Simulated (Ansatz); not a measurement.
Partial pair distribution functions of a relaxed model of amorphous Ge-Sb-Te (Ge20Sb10Te22), broadened by 0.06 Å; density 5.73 g/cm³. Method: PBE, scalar-relativistic without spin-orbit coupling, PAW (Ansatz default set, large-core Te) (plane waves to 420 eV; Ansatz, a quantum-chemistry and plane-wave program).

It comes from a melt-quench run on a machine-learned potential (CHGNet), relaxed afterwards by DFT. The hot cell started wider than the set density and was brought back towards it in steps. It is the lowest in DFT energy of 4 quenches. It is a model cell: composition and starting density were chosen by hand, and all elements were melted together. No dispersion term was used. Its density started from a set value of 5.73 and ended at 5.73 g/cm³. The simulated quench (nominally 40 K/ps over its main leg) is rapid and tends to freeze in more defects than a deposited or slowly cooled glass has. A cell of this size samples the disorder only roughly. The volume was held where the preparation left it, at a PBE pressure of 1.3 GPa. Stress components on the final sampling reach 1.4 GPa. On a 2×2×2 Γ-centred mesh force components of up to 0.30 eV/Å stay, since the relaxation ran on one k-point at (1/4, 1/4, 1/4).

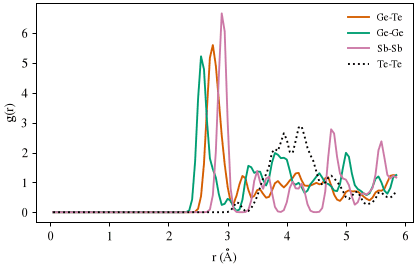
Fig. 1. Partial pair distribution functions

Highest peaks under 4.5 Å: Ge-Te near 2.75 Å, Ge-Ge near 2.55 Å, Sb-Sb near 2.90 Å, Te-Te near 4.25 Å; pairs of few atoms are noisy.

Within 3.08 Å each Ge has 2.05 Te neighbours on average.
